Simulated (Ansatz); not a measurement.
CHCl$_{2}$Si (SMILES [CH+]=[Si](Cl)Cl) (charge +1, triplet)

The calculation's input:

```
crystal:
  periodic: [false, false, false]
  atoms:
    - {symbol: C, position_ang: [-1.941411, 1.856646, -0.149075]}
    - {symbol: Cl, position_ang: [-0.010277, -0.572049, -1.067172]}
    - {symbol: Cl, position_ang: [0.478987, 1.024591, 1.926467]}
    - {symbol: Si, position_ang: [-0.554101, 0.827630, 0.235318]}
    - {symbol: H, position_ang: [-2.697747, 2.647018, -0.024289]}
basis:
  gaussian: {orbitals: def2-TZVPD}
total_charge: 1
magnetization: {spin_polarized: true, initial_magnetization: 2}
hamiltonian: {xc: {name: PBE0}}
output: {forces: true, orbitals: {seedname: orbitals}}
```

Run with:

```sh
ansatz run input.yaml --threads 1 --pin off --max-ram 2610MiB --events-out events.jsonl --progress --plain --runs-dir runs
```

Geometry: PBE-D3(BJ)/def2-SVP.

Theory: isolated molecule in a Gaussian basis; Kohn-Sham density functional theory, functional PBE0 in Ansatz 0.2.0.

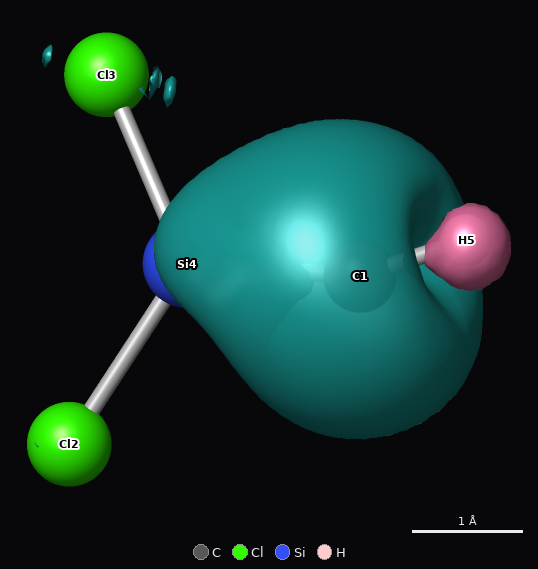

Figure 1. Isosurfaces of the spin density at +0.03 (teal) and −0.03 e/Å³ (pink), seen at a tilt.

Describe the spin distribution.

Answer. The unpaired spin (2 electrons) lies mostly on C1 (about 1.5) and Si4 (about 0.3), in electrons by Hirshfeld's partition.

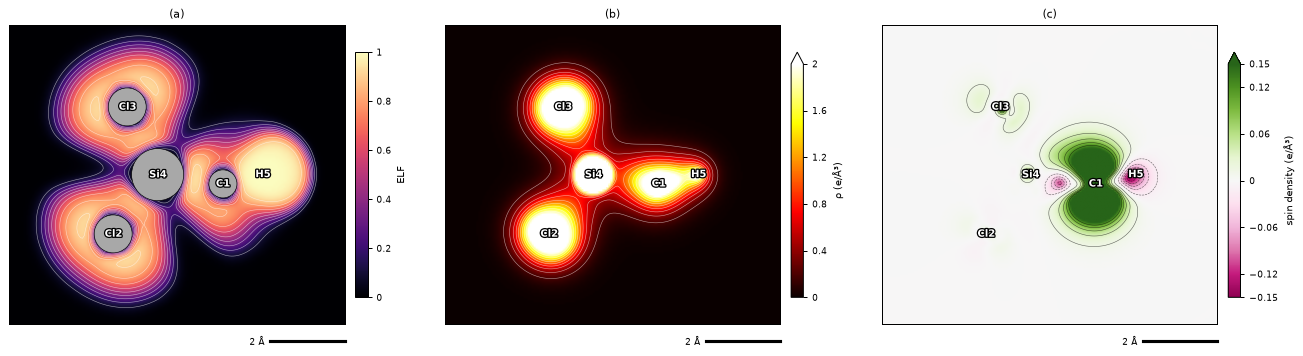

Figure 2. (a) electron localisation function; (b) total electron density; (c) spin density (α minus β) on the molecular plane. Grey discs cover the atomic cores in the ELF map.

Describe what can be read from this map.

Answer. Atoms in the plane: C, Cl, Si and H.
C–Si (1.77 Å): ρ at the midpoint is about 1.1 e/Å³; the ELF peaks at about 0.95 between the atoms: a covalent bond.
Si–Cl (1.99 Å): ρ is about 1 e/Å³ halfway; the ELF peaks at about 0.85 between the atoms (a shared but strongly polarised pair).
C–H (1.10 Å): ρ at the midpoint is about 2.1 e/Å³; the ELF climbs to about 1 towards the hydrogen, as it does in any bond to H: an ordinary covalent bond to hydrogen.
The ELF also peaks beside Cl2 and Cl3, away from the bonds: non-bonding electrons, paired or unpaired.

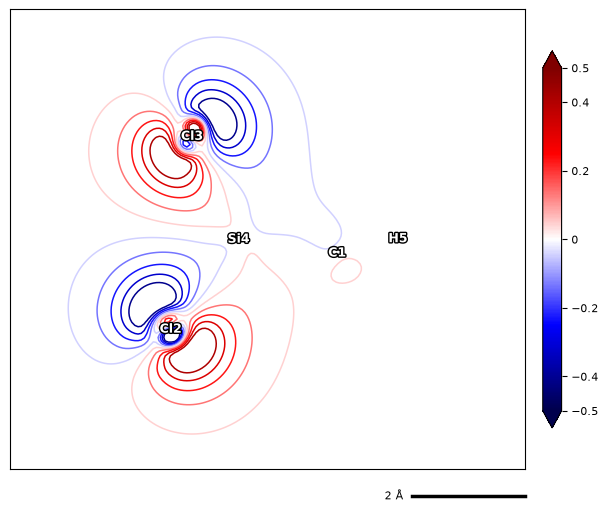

Figure 3. One frontier orbital on the molecular plane (values in Å⁻³ᐟ²; the overall sign is arbitrary).

Which orbital is it: HOMO (β) or LUMO (β)?

Answer. The HOMO (β), at −15.46 eV. It lies mainly on Cl2 (about 50 %) and Cl3 (about 40 %); it is symmetric in the molecular plane (an in-plane orbital: σ, lone-pair or in-plane π type); largely a combination of lone pairs on Cl2 and Cl3.
